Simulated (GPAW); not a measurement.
# How the k mesh moves the magnetism of linear V chain, spacing 2.466 A

Two starts of linear V chain, spacing 2.466 A are run at each rung of the k mesh. Which rung is enough?

Method: PBE; plane waves with GPAW's PAW setups, scalar-relativistic, in GPAW 26.7.0.

### Step 1. Starting point

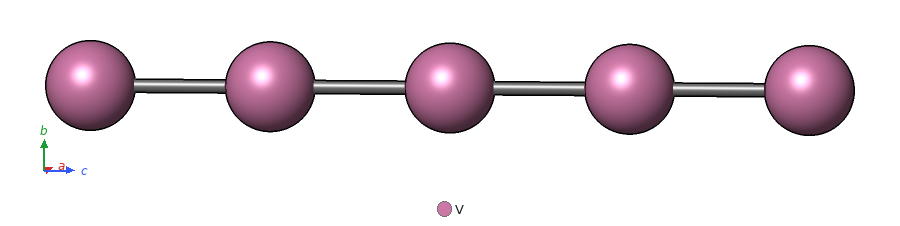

The cell as given, from the side, with the c axis across the page (vanadium pink). 1×1×4 cells are drawn. Some periodic images of atoms are drawn too.

The cell holds 1 atom: 1 V. Cell: a = 12.000 Å, b = 12.000 Å, c = 2.466 Å, α = 90.0°, β = 90.0°, γ = 90.0°. model lattice. Vacuum lies along a and b. The structure's axis is c.

### Step 2. Rung 1 (mesh 1×1×4), start ferro +

The ladder starts at a coarse mesh; cost grows with the number of points.

File order1.py:

```python
import json
import numpy as np
from ase import Atoms
from ase.parallel import paropen, parprint
from gpaw import GPAW

atoms = Atoms(['V'],
    cell=[[12.0, 0.0, 0.0],
         [0.0, 12.0, 0.0],
         [0.0, 0.0, 2.466]],
    scaled_positions=[[0.5, 0.5, 0.0]],
    pbc=True,
    magmoms=[1.5])
atoms.calc = GPAW(mode={'name': 'pw', 'ecut': 550},
    xc='PBE',
    kpts={'size': (1, 1, 4), 'gamma': True},
    occupations={'name': 'fermi-dirac', 'width': 0.1},
    convergence={'density': 1e-05, 'energy': 1e-05},
    maxiter=200,
    symmetry={'tolerance': 1e-4},
    txt='order1.txt')
e = atoms.get_potential_energy(force_consistent=True)
res = {'free_energy': e, 'energy_sigma0': atoms.get_potential_energy(), 'fermi_energy': atoms.calc.get_fermi_level()}
res['moments'] = atoms.get_magnetic_moments().tolist()
res['total'] = atoms.get_magnetic_moment()
parprint('site moments (muB):', np.round(res['moments'], 3))
parprint(f"total moment: {res['total']:.3f} muB")
parprint(f'free energy: {e:.6f} eV')
atoms.calc.write('order1.gpw')
with paropen('results.json', 'w') as f:
    json.dump(res, f)
```

Started as:

```
$ OMP_NUM_THREADS=1 python3 order1.py > order1.log
```

Numbers of over 12 decimals in the logs are rounded to 6 here.

Log:

```text
site moments (muB): [3.135]
total moment: 4.468 muB
free energy: -4.614150 eV

--- order1.txt ---
Input parameters:
  mode=PW(ecut=550),
  convergence={'density': 1e-05, 'energy': 1e-05},
  kpts=MonkhorstPack(size=(1, 1, 4), gamma=True),
  maxiter=200,
  occupations=Occupations(name='fermi-dirac', width=0.1),
  symmetry=Symmetry(tolerance=0.0001),
  xc=XC(name='PBE')

Diagonalizing LCAO Hamiltonian
Converting LCAO to pw mode
        .----------------------------.
       /|                            |
      / |                            |
     /  .----------------------------.
    /  /                            /
   /  /                            /
  /  /                            /
 *  /              V             /
 | /                            /
 |/                            /
 *----------------------------*

Atoms  # Å, Bohr magnetons
|   | symbol |        x |        y |        z |    initial magnetic moments |
|---|--------|----------|----------|----------|-----------------------------|
| 0 |      V | 6.000000 | 6.000000 | 0.000000 | ( 0.0000,  0.0000,  1.5000) |

Unit cell  # Å
| periodic |         x |         y |        z |   lengths |    angles |
|----------|-----------|-----------|----------|-----------|-----------|
|      yes | 12.000000 |  0.000000 | 0.000000 | 12.000000 | 90.000000 |
|      yes |  0.000000 | 12.000000 | 0.000000 | 12.000000 | 90.000000 |
|      yes |  0.000000 |  0.000000 | 2.466000 |  2.466000 | 90.000000 |

Number of symmetries: 16

BZ-sampling:
  Number of BZ points: 4
  Number of IBZ points: 3

  Monkhorst-Pack size: [1, 1, 4]
  Monkhorst-Pack shift: [0.0, 0.0, 0.125]

Plane wave coefficients: 10418
Cutoff: 550.0 eV

Spin-components: 2 (collinear spins)
Bands:           13
Projectors:      6
Spin-degeneracy: 1
Datatype:        complex128

Parallelization:
  kpt:    1
  domain: 1
  band:   1

Density:
  Valence electrons: 13.0
  Components: 2
  Grid points: [70 70 14]
  Charge: 0.0  # |e|

Potential:
  Grid points: [70 70 14]

[... setups left out ...]
Reference energy: -25820.495562  # eV

eigensolver:
  PPCG
  Converge bands: occupied
  niter=2

density mixing:
  MSR1-Mixer
  Pratt-step length: 0.05
  Maximum mixing coefficient: 0.75
  Old densities: 10
  SVD Regularization: 0.005
  Good broyden scale: 1.0
  Trust region scale: 1.0
  Backstep threshold: 4.0
  History deletion threshold: 6.0
  Fourier metric: weight=20.0, sigma=0.015

occupation numbers:
  Fermi-Dirac:
    width: 0.1000  # eV

poisson solver:
  ecut: 4400.0  # eV

xc functional:
  name: PBE with 2 nearest neighbor stencil

convergence criteria:
- Maximum integral of absolute [dens]ity change: 1e-05 electrons / valence electron
- Maximum [total energy] change in last 3 cyles: 1e-05 eV / valence electron
- Maximum integral of absolute [eigenst]ate change: 4e-08 eV^2 / valence electron
maximum number of iterations: 200

SCF iterations
|iter     |      energy | eigst |  dens |  magmom |
|---------|-------------|-------|-------|---------|
|iter:   1|       0s |   -4.624743 | +0.37 |       |  +1.5053|
|iter:   2|       1s |   -4.407174 | -0.77 | -0.74 |  +1.5414|
|iter:   3|       2s |   -4.016121 | -0.96 | -0.81 |  +1.7753|
|iter:   4|       2s |   -4.110042 | -1.49 | -0.96 |  +2.1884|
|iter:   5|       3s |   -4.233306 | -2.06 | -0.97 |  +2.6331|
|iter:   6|       4s |   -4.549430 | -1.53 | -1.02 |  +3.9583|
|iter:   7|       5s |   -4.583332 | -2.08 | -1.32 |  +4.3644|
|iter:   8|       5s |   -4.585638 | -3.09 | -1.97 |  +4.3859|
|iter:   9|       6s |   -4.586956 | -3.40 | -2.14 |  +4.4826|
|iter:  10|       7s |   -4.586978 | -4.09 | -2.69 |  +4.4456|
|iter:  11|       7s |   -4.587120 | -4.75 | -2.68 |  +4.4638|
|iter:  12|       8s |   -4.587106 | -5.36 | -3.38 |  +4.4654|
|iter:  13|       9s |   -4.587107c| -5.84 | -3.66 |  +4.4673|
|iter:  14|      10s |   -4.587108c| -6.34 | -4.50 |  +4.4677|
|iter:  15|      10s |   -4.587108c| -6.84 | -5.09c|  +4.4676|
|iter:  16|      11s |   -4.587108c| -7.24 | -5.43c|  +4.4676|
|iter:  17|      12s |   -4.587108c| -7.56c| -6.25c|  +4.4676|

Converged in 17 steps
Energy contributions relative to reference atoms: (reference = -25820.495562)

Energy contributions:
  Kinetic:           0.506824
  Coulomb:           3.718118
  Zero:              0.070014
  External:          0.000000
  Xc:               -8.855022
  Entropy:          -0.054084
  Spinorbit:         0.000000
  ----------------------------
  Free energy:      -4.614150
  Extrapolated:     -4.587108

dipole moment: (0.000000, 0.000000, -5.755320)  # |e|*Ang

Total magnetic moment: (0.000000, 0.000000, 4.467634)

Local magnetic moments
|        x |        y |        z |
|----------|----------|----------|
| 0.000000 | 0.000000 | 3.135382 |  # V    0

Fermi level: -2.711
Eigenvalues  # (at kpt = [0.000, 0.000, 0.000])
| band index |      eig [eV] | occ [0-1] |      eig [eV] | occ [0-1] |
|------------|---------------|-----------|---------------|-----------|
|          0 |       -67.691 |     1.000 |       -64.627 |     1.000 |
|          1 |       -41.547 |     1.000 |       -38.426 |     1.000 |
|          2 |       -41.547 |     1.000 |       -38.404 |     1.000 |
|          3 |       -41.276 |     1.000 |       -38.404 |     1.000 |
|          4 |        -6.900 |     1.000 |        -4.376 |     1.000 |
|          5 |        -4.684 |     1.000 |        -2.235 |     0.008 |
|          6 |        -3.667 |     1.000 |        -0.875 |     0.000 |
|          7 |        -3.667 |     1.000 |        -0.870 |     0.000 |
|          8 |        -2.319 |     0.019 |        -0.740 |     0.000 |
|          9 |        -2.319 |     0.019 |        -0.740 |     0.000 |
|         10 |        -1.544 |     0.000 |         0.492 |     0.000 |
|         11 |        -1.544 |     0.000 |         1.359 |     0.000 |
|         12 |         0.071 |     0.000 |         1.359 |     0.000 |

No gap
No difference between direct/indirect transitions
```

The job ended after 14 s (1 MPI rank of AMD EPYC 9R14 (Zen 4), shared host; peak memory 0.32 GiB).

Spin moment in the augmentation sphere by atom:

```
atom  spin moment in the augmentation sphere (μB)
  V1                                         3.14
```

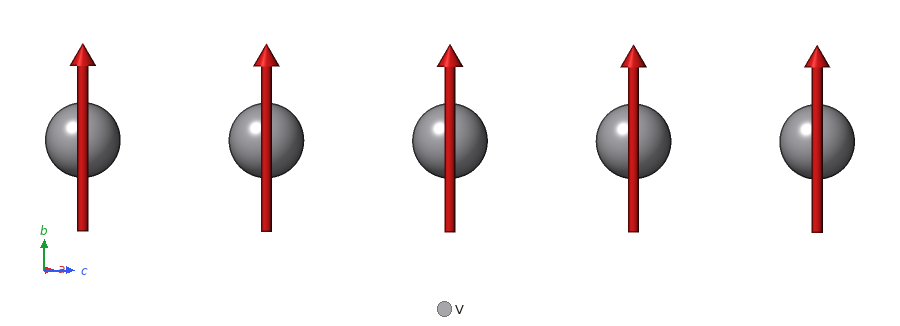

Spin moment in the augmentation sphere as arrows, the longest 3.14 μB. Up and down stand for the sign. Arrows give size and sign along the axis of quantisation, drawn up and down the page. 1×1×4 cells are drawn. Some periodic images of atoms are drawn too.

Numbers from this step:

- magnetization: 4.468 μB
- final state: ferromagnetic

After 17 cycles the largest moment stands at 3.14 μB.

### Step 3. Rung 1 (mesh 1×1×2), start antiferro q=(0,0,1/2) +-

The second start gives the energy difference between the two end states, the quantity that is followed up the ladder. Its q is in fractions of the reciprocal vectors of the first run's cell.

order2.py is the script of step 2 with these lines changed:

```diff
@@ -6,12 +6,13 @@
 
-atoms = Atoms(['V'],
+atoms = Atoms(['V', 'V'],
     cell=[[12.0, 0.0, 0.0],
          [0.0, 12.0, 0.0],
-         [0.0, 0.0, 2.466]],
-    scaled_positions=[[0.5, 0.5, 0.0]],
+         [0.0, 0.0, 4.932]],
+    scaled_positions=[[0.5, 0.5, 0.0],
+         [0.5, 0.5, 0.5]],
     pbc=True,
-    magmoms=[1.5])
+    magmoms=[1.5, -1.5])
 atoms.calc = GPAW(mode={'name': 'pw', 'ecut': 550},
     xc='PBE',
-    kpts={'size': (1, 1, 4), 'gamma': True},
+    kpts={'size': (1, 1, 2), 'gamma': True},
     occupations={'name': 'fermi-dirac', 'width': 0.1},
@@ -20,3 +21,3 @@
     symmetry={'tolerance': 1e-4},
-    txt='order1.txt')
+    txt='order2.txt')
 e = atoms.get_potential_energy(force_consistent=True)
@@ -28,3 +29,3 @@
 parprint(f'free energy: {e:.6f} eV')
-atoms.calc.write('order1.gpw')
+atoms.calc.write('order2.gpw')
 with paropen('results.json', 'w') as f:
```

Started as:

```
$ OMP_NUM_THREADS=1 python3 order2.py > order2.log
```

Log:

```text
site moments (muB): [ 2.56 -2.56]
total moment: 0.000 muB
free energy: -8.704276 eV

--- order2.txt ---
Input parameters:
  mode=PW(ecut=550),
  convergence={'density': 1e-05, 'energy': 1e-05},
  kpts=MonkhorstPack(size=(1, 1, 2), gamma=True),
  maxiter=200,
  occupations=Occupations(name='fermi-dirac', width=0.1),
  symmetry=Symmetry(tolerance=0.0001),
  xc=XC(name='PBE')

Diagonalizing LCAO Hamiltonian
Converting LCAO to pw mode
        .----------------------------.
       /|                            |
      / |                            |
     /  |                            |
    /   |                            |
   /    |                            |
  /     .----------------------------.
 *     /           V                /
 |    /                            /
 |   /                            /
 |  /              V             /
 | /                            /
 |/                            /
 *----------------------------*

Atoms  # Å, Bohr magnetons
|   | symbol |        x |        y |        z |    initial magnetic moments |
|---|--------|----------|----------|----------|-----------------------------|
| 0 |      V | 6.000000 | 6.000000 | 0.000000 | ( 0.0000,  0.0000,  1.5000) |
| 1 |      V | 6.000000 | 6.000000 | 2.466000 | ( 0.0000,  0.0000, -1.5000) |

Number of symmetries: 16

BZ-sampling:
  Number of BZ points: 2
  Number of IBZ points: 2

  Monkhorst-Pack size: [1, 1, 2]
  Monkhorst-Pack shift: [0.0, 0.0, 0.25]

Plane wave coefficients: 20827
Cutoff: 550.0 eV

Spin-components: 2 (collinear spins)
Bands:           20
Projectors:      12
Spin-degeneracy: 1
Datatype:        complex128

[...]
|iter:  45|      63s |   -8.513839c| -8.34c| -4.75 |  +0.0004|
|iter:  46|      64s |   -8.513838c| -8.21c| -4.99 |  +0.0005|
|iter:  47|      65s |   -8.513838c| -8.03c| -4.91 |  +0.0004|
|iter:  48|      67s |   -8.513838c| -8.27c| -5.15c|  +0.0004|

Converged in 48 steps
Energy contributions relative to reference atoms: (reference = -51640.991124)

Energy contributions:
  Kinetic:          -3.082109
  Coulomb:           9.143573
  Zero:              0.155760
  External:          0.000000
  Xc:              -14.540623
  Entropy:          -0.380876
  Spinorbit:         0.000000
  ----------------------------
  Free energy:      -8.704276
  Extrapolated:     -8.513838

dipole moment: (0.000000, 0.000000, -11.554064)  # |e|*Ang

Total magnetic moment: (0.000000, 0.000000, 0.000379)

Local magnetic moments
|        x |        y |         z |
|----------|----------|-----------|
| 0.000000 | 0.000000 |  2.559765 |  # V    0
| 0.000000 | 0.000000 | -2.559592 |  # V    1

Fermi level: -3.330
Eigenvalues  # (at kpt = [0.000, 0.000, 0.000])
| band index |      eig [eV] | occ [0-1] |      eig [eV] | occ [0-1] |
|------------|---------------|-----------|---------------|-----------|
|          0 |       -67.740 |     1.000 |       -67.740 |     1.000 |
|        ... |               |           |               |           |
|          6 |       -39.127 |     1.000 |       -39.126 |     1.000 |
|          7 |       -39.016 |     1.000 |       -39.016 |     1.000 |
|          8 |        -5.802 |     1.000 |        -5.802 |     1.000 |
|          9 |        -4.187 |     1.000 |        -4.187 |     1.000 |
[...]
|         16 |        -0.892 |     0.000 |        -0.892 |     0.000 |
|         17 |        -0.781 |     0.000 |        -0.781 |     0.000 |
|         18 |         0.083 |     0.000 |         0.083 |     0.000 |
|         19 |         0.083 |     0.000 |         0.083 |     0.000 |

No gap
No difference between direct/indirect transitions
```

Elapsed: 71 s, on 1 MPI rank; peak memory 0.53 GiB.

Spin moment in the augmentation sphere by atom:

```
atom  spin moment in the augmentation sphere (μB)
  V1                                         2.56
  V2                                        -2.56
```

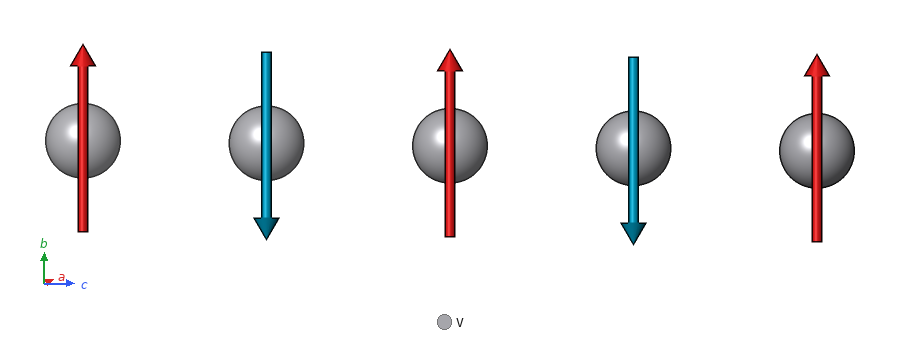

Spin moment in the augmentation sphere as arrows, the longest 2.56 μB. Up and down stand for the sign. Arrows give size and sign along the axis of quantisation, drawn up and down the page. The two directions have two colours. 1×1×2 cells are drawn. Some periodic images of atoms are drawn too.

This step gave:

| Item | Value |
| --- | --- |
| magnetization | 0 μB |
| final state | antiferromagnetic |

This start lies +262.0 meV a seeded atom from the first; its largest moment is 2.56 μB.

### Step 4. Rung 2 (mesh 1×1×6), start ferro +

order1.py is the script of step 2 with these lines changed:

```diff
@@ -15,3 +15,3 @@
     xc='PBE',
-    kpts={'size': (1, 1, 4), 'gamma': True},
+    kpts={'size': (1, 1, 6), 'gamma': True},
     occupations={'name': 'fermi-dirac', 'width': 0.1},
```

Started as:

```
$ OMP_NUM_THREADS=1 python3 order1.py > order1.log
```

Log:

```text
gpaw.KohnShamConvergenceError

--- order1.txt ---
Input parameters:
  mode=PW(ecut=550),
  convergence={'density': 1e-05, 'energy': 1e-05},
  kpts=MonkhorstPack(size=(1, 1, 6), gamma=True),
  maxiter=200,
  occupations=Occupations(name='fermi-dirac', width=0.1),
  symmetry=Symmetry(tolerance=0.0001),
  xc=XC(name='PBE')

Diagonalizing LCAO Hamiltonian
Converting LCAO to pw mode
        .----------------------------.
       /|                            |
      / |                            |
     /  .----------------------------.
    /  /                            /
[...]
|iter:   2|       1s |   -4.551271 | -0.88 | -0.81 |  +1.5223|
|iter:   3|       1s |   -4.152575 | -0.76 | -0.87 |  +1.5717|
|iter:   4|       2s |   -4.169856 | -1.70 | -1.25 |  +1.6419|
|iter:   5|       3s |   -4.194408 | -2.35 | -1.46 |  +1.7603|
|iter:   6|       4s |   -4.206161 | -2.41 | -1.64 |  +1.9799|
[...]
[... 180 iterations left out ...]
[...]
|iter: 197|     171s |   -4.209841 | -4.71 | -2.08 |  +1.9638|
|iter: 198|     171s |   -4.206748 | -3.64 | -2.08 |  +2.0810|
|iter: 199|     172s |   -4.207733 | -4.30 | -2.09 |  +2.0392|
|iter: 200|     173s |   -4.204078 | -3.09 | -2.10 |  +2.2444|
```

Run time: 2.9 min. Hardware: 1 MPI rank; peak memory 0.34 GiB.

No converged result was reached; the numbers in the log don't describe the system.

A smaller mixing step or another start is the usual next try.

### Step 5. Rung 2 (mesh 1×1×3), start antiferro q=(0,0,1/2) +-

order2.py is the script of step 3 with these lines changed:

```diff
@@ -16,3 +16,3 @@
     xc='PBE',
-    kpts={'size': (1, 1, 2), 'gamma': True},
+    kpts={'size': (1, 1, 3), 'gamma': True},
     occupations={'name': 'fermi-dirac', 'width': 0.1},
```

Started as:

```
$ OMP_NUM_THREADS=1 python3 order2.py > order2.log
```

Log:

```text
site moments (muB): [ 2.461 -2.461]
total moment: 0.000 muB
free energy: -9.172401 eV

--- order2.txt ---
Input parameters:
  mode=PW(ecut=550),
  convergence={'density': 1e-05, 'energy': 1e-05},
  kpts=MonkhorstPack(size=(1, 1, 3), gamma=True),
  maxiter=200,
  occupations=Occupations(name='fermi-dirac', width=0.1),
  symmetry=Symmetry(tolerance=0.0001),
  xc=XC(name='PBE')

Diagonalizing LCAO Hamiltonian
[...]
|         16 |        -0.769 |     0.000 |        -0.769 |     0.000 |
|         17 |        -0.525 |     0.000 |        -0.525 |     0.000 |
|         18 |         0.353 |     0.000 |         0.353 |     0.000 |
|         19 |         0.353 |     0.000 |         0.353 |     0.000 |

Gap: 1.114 eV
Transition (v -> c):
  (s=0, k=1, n=13, [0.00, 0.00, 0.33]) -> (s=0, k=1, n=14, [0.00, 0.00, 0.33])
No difference between direct/indirect transitions


[key lines of the parts left out:]
Free energy:      -9.172401
Converged in 25 steps
dipole moment: (0.000000, 0.000000, -11.529371)  # |e|*Ang
Fermi level: -3.130
```

Elapsed: 44 s, on 1 MPI rank; peak memory 0.52 GiB.

Numbers from this step:

```yaml
magnetization: 0 μB
final_state: antiferromagnetic
largest_moment: 2.461 μB
```

The largest moment moves by -0.10 μB from rung 1, at 0.62 times its CPU time.

### Step 6. Rung 3 (mesh 1×1×8), start ferro +

order1.py is the script of step 4 with these lines changed:

```diff
@@ -15,3 +15,3 @@
     xc='PBE',
-    kpts={'size': (1, 1, 6), 'gamma': True},
+    kpts={'size': (1, 1, 8), 'gamma': True},
     occupations={'name': 'fermi-dirac', 'width': 0.1},
```

Started as:

```
$ OMP_NUM_THREADS=1 python3 order1.py > order1.log
```

Log:

```text
site moments (muB): [2.998]
total moment: 4.227 muB
free energy: -4.487982 eV

--- order1.txt ---
Input parameters:
  mode=PW(ecut=550),
  convergence={'density': 1e-05, 'energy': 1e-05},
  kpts=MonkhorstPack(size=(1, 1, 8), gamma=True),
  maxiter=200,
  occupations=Occupations(name='fermi-dirac', width=0.1),
  symmetry=Symmetry(tolerance=0.0001),
  xc=XC(name='PBE')

Diagonalizing LCAO Hamiltonian
[...]
|          3 |       -41.542 |     1.000 |       -38.770 |     1.000 |
|          4 |        -6.950 |     1.000 |        -4.800 |     1.000 |
[...]
|          9 |        -2.396 |     0.002 |        -0.922 |     0.000 |
|         10 |        -1.836 |     0.000 |         0.474 |     0.000 |
|         11 |        -1.836 |     0.000 |         1.080 |     0.000 |
|         12 |         0.056 |     0.000 |         1.080 |     0.000 |

No gap
No difference between direct/indirect transitions


[key lines of the parts left out:]
Free energy:      -4.487982
Converged in 21 steps
dipole moment: (0.000000, 0.000000, -5.764085)  # |e|*Ang
Fermi level: -3.009
```

Wall time 23 s (1 MPI rank); peak memory 0.33 GiB.

Numbers from this step:

| Quantity | Value |
| --- | --- |
| magnetization | 4.227 μB |
| final state | ferromagnetic |
| largest moment | 2.998 μB |

The largest moment moves by -0.14 μB from rung 1, at 1.6 times its CPU time.

### Step 7. Rung 3 (mesh 1×1×4), start antiferro q=(0,0,1/2) +-

order2.py is the script of step 5 with these lines changed:

```diff
@@ -16,3 +16,3 @@
     xc='PBE',
-    kpts={'size': (1, 1, 3), 'gamma': True},
+    kpts={'size': (1, 1, 4), 'gamma': True},
     occupations={'name': 'fermi-dirac', 'width': 0.1},
```

Started as:

```
$ OMP_NUM_THREADS=1 python3 order2.py > order2.log
```

Log:

```text
site moments (muB): [ 2.462 -2.462]
total moment: 0.000 muB
free energy: -9.062768 eV

--- order2.txt ---
Input parameters:
  mode=PW(ecut=550),
  convergence={'density': 1e-05, 'energy': 1e-05},
  kpts=MonkhorstPack(size=(1, 1, 4), gamma=True),
  maxiter=200,
  occupations=Occupations(name='fermi-dirac', width=0.1),
  symmetry=Symmetry(tolerance=0.0001),
  xc=XC(name='PBE')

Diagonalizing LCAO Hamiltonian
[...]
|          8 |        -5.701 |     1.000 |        -5.701 |     1.000 |
|          9 |        -4.031 |     0.999 |        -4.031 |     0.999 |
[...]
|         16 |        -0.900 |     0.000 |        -0.899 |     0.000 |
|         17 |        -0.675 |     0.000 |        -0.675 |     0.000 |
|         18 |         0.170 |     0.000 |         0.170 |     0.000 |
|         19 |         0.170 |     0.000 |         0.170 |     0.000 |

No gap
No difference between direct/indirect transitions


[key lines of the parts left out:]
Free energy:      -9.062768
Converged in 42 steps
dipole moment: (0.000000, 0.000000, -11.548390)  # |e|*Ang
Fermi level: -3.271
```

Elapsed: 82 s, on 1 MPI rank; peak memory 0.55 GiB.

This step gave:

```yaml
magnetization: 0 μB
final_state: antiferromagnetic
largest_moment: 2.462 μB
```

This start lies -43.4 meV a seeded atom from the first, a change of -305.4 meV since rung 1; its largest moment is 2.46 μB.

(Part 1 of 2 ends here.)

[Logs and program files are shortened in this print: banners, set-up blocks, solver, clock and traceback lines can be left out without a mark of their own.]

[Logs are printed without paths, hosts, clocks, repeated set-up lines and the standing remarks that a program may print on its own settings, such as how far it seeks lower states.]

[Hosts, paths, dates, database ids (printed as entryN), source tags and the programs' standing remarks are cut or masked in the printed files.]

[Where a cell is said to come from a database of computed structures, the database is the Materials Project.]
